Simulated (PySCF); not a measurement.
**Frequency calculation, with input and output: RuOCl$_{2}$**

RuOCl$_{2}$, multiplicity 5, computed with UKS-based PBE0, Ru def2-TZVP with ECP28, O def2-TZVP, Cl def2-TZVP; non-relativistic Hamiltonian with a scalar-relativistic core potential; density fitting (PySCF 2.14.0).

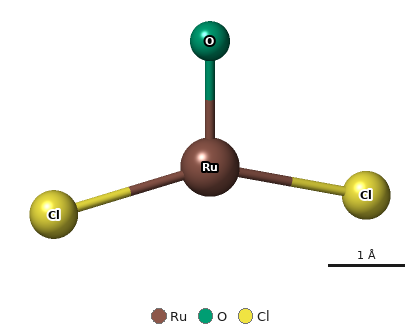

Figure 1. The structure (ball-and-stick view, seen at a tilt). Sticks mark near contacts.

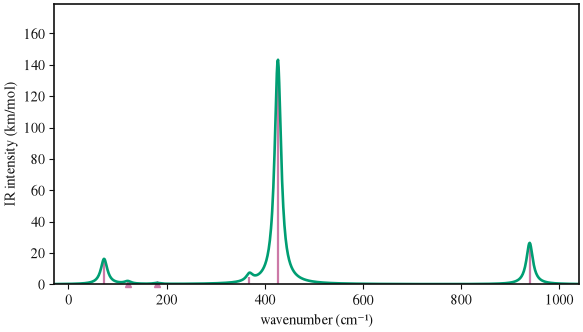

Figure 2. Harmonic infrared spectrum, unscaled: sticks (degenerate modes added up, dark ones marked on the axis) with a Lorentzian envelope of 16 cm⁻¹ full width, scaled to the tallest stick. 6 modes from 73 to 940 cm⁻¹, none imaginary. The strongest line is at 427 cm⁻¹ (143 km/mol). All modes, in cm⁻¹ (km/mol): 73 (16.1), 121 (1.6), 180 (0.6), 369 (4.7), 427 (143), 940 (26).

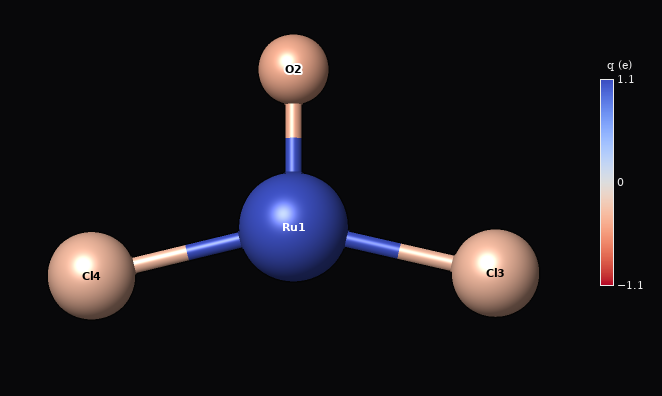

Figure 3. Mulliken charges, as the colour of each atom (ball-and-stick view, seen on its broad side; atoms are numbered from 1 in the order of the input; Mulliken charges depend strongly on the basis). By element: Ru +1.07, O −0.41 and Cl −0.33 e.

The input that produced these results follows, with the program's output.

Input
```python
from pyscf import gto, scf, dft
mol = gto.M(atom='''
Ru     0.000000     0.000000     0.045562
O      0.000000     0.000000     1.747630
Cl    -2.174828     0.000000    -0.466289
Cl     2.174828     0.000000    -0.466289''',
    basis={'Ru': 'def2-TZVP', 'O': 'def2-TZVP', 'Cl': 'def2-TZVP'},
    ecp={'Ru': 'def2-TZVP'},
    charge=0, spin=4)
mf = dft.UKS(mol, xc='PBE0')
mf.grids.atom_grid = (75, 302)
aux = {'Ru': 'def2-universal-JKFIT', 'O': 'def2-universal-JKFIT', 'Cl': 'def2-universal-JKFIT'}
mf = mf.density_fit(auxbasis=aux)
mf.conv_tol = 1e-09
mf.diis_space = 10
mf.max_cycle = 60
mf.verbose = 4
mf.kernel()
```

The script is an equivalent of the set-up of the self-consistent field. The run itself was carried out by a driver, which started from the orbitals of the step before it where there was one and computed the further properties.

Run as:
```bash
OMP_NUM_THREADS=4 python axn.py task.json out
```

Output
```
init E= -1090.21722375099
  alpha nocc = 31  HOMO = -0.282086689393283  LUMO = -0.0908461249506854
  beta  nocc = 27  HOMO = -0.329877463092857  LUMO = -0.184503670431695
  HOMO = -0.282086689393  LUMO = -0.184503670432  gap/eV = 2.65537
cycle= 1 E= -1090.21722375043  delta_E= 5.58e-10  |g|= 4e-05  |ddm|= 2.85e-05
  alpha nocc = 31  HOMO = -0.282078579744446  LUMO = -0.0908356028877321
  beta  nocc = 27  HOMO = -0.329878860614593  LUMO = -0.184486934591045
  HOMO = -0.282078579744  LUMO = -0.184486934591  gap/eV = 2.65560
cycle= 2 E= -1090.21722374272  delta_E= 7.71e-09  |g|= 0.000149  |ddm|= 9.1e-05
  alpha nocc = 31  HOMO = -0.282083234088583  LUMO = -0.0908419890135937
  beta  nocc = 27  HOMO = -0.329877197272198  LUMO = -0.184498345705202
  HOMO = -0.282083234089  LUMO = -0.184498345705  gap/eV = 2.65542
cycle= 3 E= -1090.21722375095  delta_E= -8.23e-09  |g|= 1.56e-05  |ddm|= 7e-05
  alpha nocc = 31  HOMO = -0.282084443643303  LUMO = -0.0908432726885286
  beta  nocc = 27  HOMO = -0.329877620602419  LUMO = -0.184499496271606
  HOMO = -0.282084443643  LUMO = -0.184499496272  gap/eV = 2.65542
cycle= 4 E= -1090.21722375106  delta_E= -1.11e-10  |g|= 7.45e-07  |ddm|= 1.01e-05
  alpha nocc = 31  HOMO = -0.282084417787806  LUMO = -0.0908432502394572
  beta  nocc = 27  HOMO = -0.32987759701818  LUMO = -0.184499449724335
  HOMO = -0.282084417788  LUMO = -0.184499449724  gap/eV = 2.65542
cycle= 5 E= -1090.21722375106  delta_E= 1.59e-12  |g|= 4.22e-07  |ddm|= 5.87e-07
  alpha nocc = 31  HOMO = -0.282084391700439  LUMO = -0.0908432009810429
  beta  nocc = 27  HOMO = -0.32987762051221  LUMO = -0.18449933840808
  HOMO = -0.2820843917  LUMO = -0.184499338408  gap/eV = 2.65542
Extra cycle  E= -1090.21722375106  delta_E= 1.82e-12  |g|= 1.14e-06  |ddm|= 9.13e-07
converged SCF energy = -1090.21722375106  <S^2> = 6.0169388  2S+1 = 5.0067709
```

Key numbers

- outcome: converged
- total energy: −1090.217224 hartree
- ⟨S²⟩: 6.017
- zero-point energy: 0.004807 hartree
- dipole moment: 1.49 D
- wavenumbers, lowest and highest: 73 and 940 cm⁻¹
- hardware: 4 threads of Arm Neoverse V1, 24 GiB of memory available, shared host
- wall time: 93 s (CPU time 5 min)
- peak memory: 1.4 GiB
